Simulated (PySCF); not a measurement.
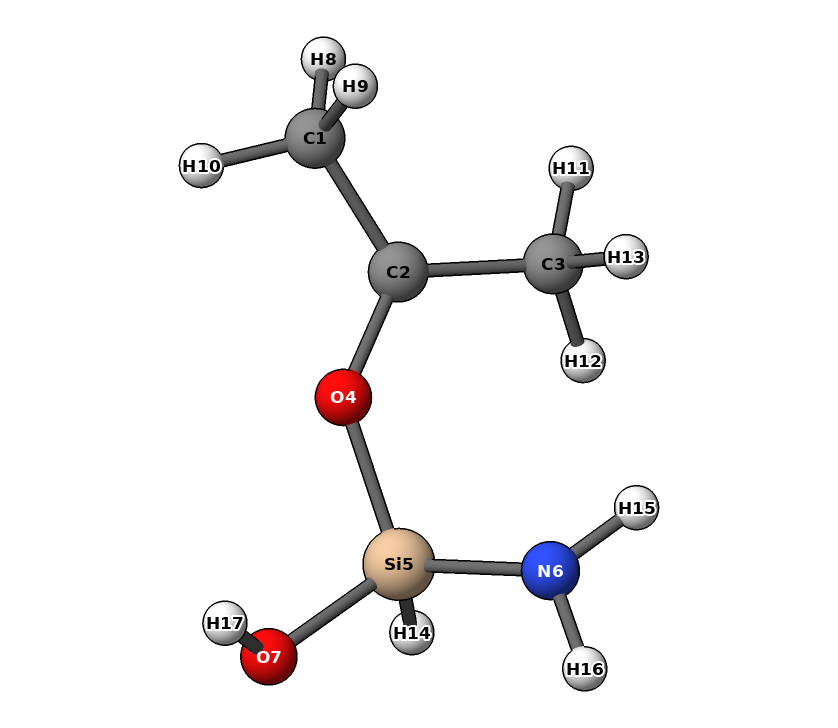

The questions are on Mulliken spin populations. Charge 0, doublet. The geometry was computed by an optimisation with GFN2-xTB. No frequency run is at hand to confirm it as a minimum. Level of theory: UKS B3LYP, pcH-1 on C H N O Si, non-relativistic (PySCF 2.14.0).

List the Mulliken spin populations.

```
atom  value (e)
  C1      −0.08
  C2       0.88
  C3      −0.07
  O4       0.07
 Si5       0.01
  N6       0.00
  O7       0.00
  H8       0.01
  H9       0.07
 H10       0.01
 H11       0.01
 H12       0.01
 H13       0.07
 H14       0.01
 H15       0.00
 H16       0.00
 H17       0.00
```

Mulliken values depend strongly on the basis set. The geometry is semi-empirical. Around Si such bond lengths and angles can be off by a tenth of an ångström or more and by several degrees, and values that hang on the shape move with them.
